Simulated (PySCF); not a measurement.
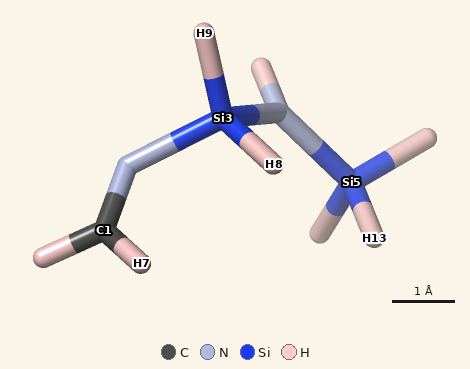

The structure as given in the input (stick view, seen at a tilt; atoms are numbered from 1 in the order of the input).

CH$_{8}$N$_{2}$Si$_{2}$: NMR shielding calculation

- system: CH$_{8}$N$_{2}$Si$_{2}$, SMILES C=N[SiH2]N[SiH3]
- method: GIAO BLYP/pcSseg-1 NMR shielding, non-relativistic, gas phase (PySCF 2.14.0)

The geometry comes from this level: PBE0-D3(BJ)/def2-SVP. Figures and captions count atoms from 1; the log counts them from 0 in places.

**Input**
```
{"job": {"kind": "nmr", "xc": "BLYP", "basis": "pcSseg-1", "pop": false}, "charge": 0, "multiplicity": 1}
C      2.580480    -0.381992    -0.423506
N      1.709485    -0.779973     0.397241
Si     0.475813     0.247767     1.115554
N     -1.114749    -0.328025     0.746002
Si    -2.148989     0.121195    -0.581490
H      3.322256    -1.085797    -0.847515
H      2.676560     0.668252    -0.780827
H      0.581918     1.652797     0.602351
H      0.695235     0.183092     2.587965
H     -1.417917    -1.131379     1.291673
H     -2.224271    -0.926651    -1.648670
H     -3.545062     0.375643    -0.108559
H     -1.584062     1.368262    -1.175402
```

The first line tells a small driver script what to run in PySCF; the rest is the geometry in Å.

Hardware: 1 CPU thread, shared host.

Command:
```bash
OMP_NUM_THREADS=1 python <driver script> task.json out
```

**Output**
```
coarse grid: 11424 points
cycle   1  E = -731.1918397773  dE =  2.305e-01  |g| = 7.299e-01  |ddm| = 3.266e+00
cycle   2  E = -730.6874961144  dE =  5.043e-01  |g| = 1.602e+00  |ddm| = 2.379e+00
cycle   3  E = -731.2905324294  dE = -6.030e-01  |g| = 2.549e-01  |ddm| = 1.973e+00
cycle   4  E = -731.3044536545  dE = -1.392e-02  |g| = 1.164e-01  |ddm| = 2.443e-01
cycle   5  E = -731.3072133719  dE = -2.760e-03  |g| = 4.397e-02  |ddm| = 1.102e-01
cycle   6  E = -731.3076215521  dE = -4.082e-04  |g| = 1.272e-02  |ddm| = 5.050e-02
cycle   7  E = -731.3076656315  dE = -4.408e-05  |g| = 1.522e-03  |ddm| = 1.650e-02
cycle   8  E = -731.3076662864  dE = -6.548e-07  |g| = 2.261e-04  |ddm| = 2.358e-03
final grid: 100024 points
cycle   9  E = -731.3408755765  dE = -8.547e-06  |g| = 7.188e-03  |ddm| = 1.513e-02
cycle  10  E = -731.3408411396  dE =  3.444e-05  |g| = 1.429e-02  |ddm| = 1.969e-02
cycle  11  E = -731.3408854016  dE = -4.426e-05  |g| = 2.809e-03  |ddm| = 1.382e-02
cycle  12  E = -731.3408871662  dE = -1.765e-06  |g| = 6.457e-04  |ddm| = 1.900e-03
cycle  13  E = -731.3408872510  dE = -8.477e-08  |g| = 2.035e-04  |ddm| = 5.893e-04
cycle  14  E = -731.3408872601  dE = -9.147e-09  |g| = 4.499e-05  |ddm| = 2.290e-04
cycle  15  E = -731.3408872607  dE = -5.200e-10  |g| = 6.208e-06  |ddm| = 6.079e-05
```

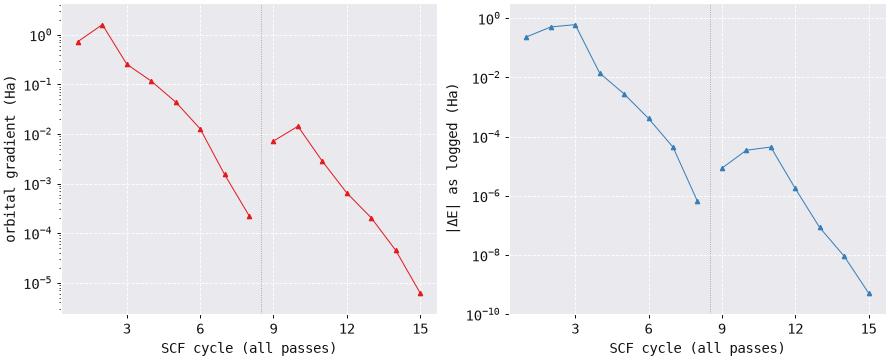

Convergence of the self-consistent field: orbital gradient and size of the energy change against the SCF cycle. The dotted line marks the change from a coarse to the final integration grid. The first 8 cycles use a coarse grid, the final grid takes over at cycle 9, and the field converges after 15 cycles in all.

```
converged SCF energy = -731.3408872607

GIAO shielding tensors (ppm)
atom      isotropic    diamagn.    paramagn.     s11        s22        s33       span
  0 C        6.603     252.845    -246.242    -82.718     -7.692    110.218    192.936
  1 N     -176.329     331.836    -508.165   -568.699   -215.440    255.152    823.851
  2 Si     349.809     881.834    -532.025    309.999    354.641    384.786     74.787
  3 N      235.500     323.351     -87.850    204.172    239.883    262.445     58.273
  4 Si     380.911     879.571    -498.660    339.500    350.805    452.428    112.928
  5 H       23.034      27.879      -4.844     21.723     23.618     23.762      2.039
  6 H       22.812      30.913      -8.101     21.108     22.556     24.771      3.663
  7 H       26.697      31.517      -4.820     23.756     25.916     30.419      6.663
  8 H       26.160      29.298      -3.138     23.329     24.174     30.978      7.649
  9 H       31.014      31.571      -0.557     23.003     28.884     41.156     18.153
 10 H       26.597      29.326      -2.728     22.949     24.839     32.004      9.055
 11 H       26.563      28.022      -1.459     23.017     24.854     31.818      8.801
 12 H       26.810      30.385      -3.575     23.985     25.905     30.540      6.555
```

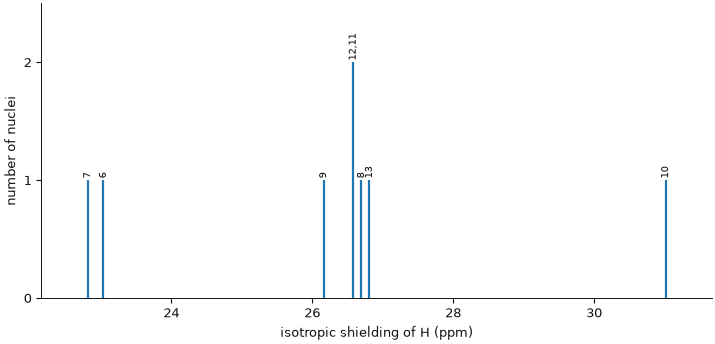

Isotropic shieldings of the hydrogen nuclei in this fixed geometry, labelled by atom number; shielding grows to the right, so chemical shift grows to the left. The least shielded is H7 (22.8 ppm), the most shielded H10 (31.0 ppm).

**Key numbers**

```json
{"quantity": "outcome", "value": "converged"}
{"quantity": "total energy", "value": "−731.340887 hartree"}
{"quantity": "HOMO", "value": "−5.52 eV"}
{"quantity": "LUMO", "value": "−1.83 eV"}
{"quantity": "dipole moment", "value": "0.42 D"}
{"quantity": "isotropic shielding, C", "value": "6.6 ppm"}
{"quantity": "isotropic shielding, N", "value": "−176.3 to 235.5 ppm"}
{"quantity": "isotropic shielding, Si", "value": "349.8 to 380.9 ppm"}
{"quantity": "isotropic shielding, H", "value": "22.8 to 31.0 ppm"}
{"quantity": "wall time", "value": "14 s"}
{"quantity": "peak memory", "value": "0.72 GiB"}
```
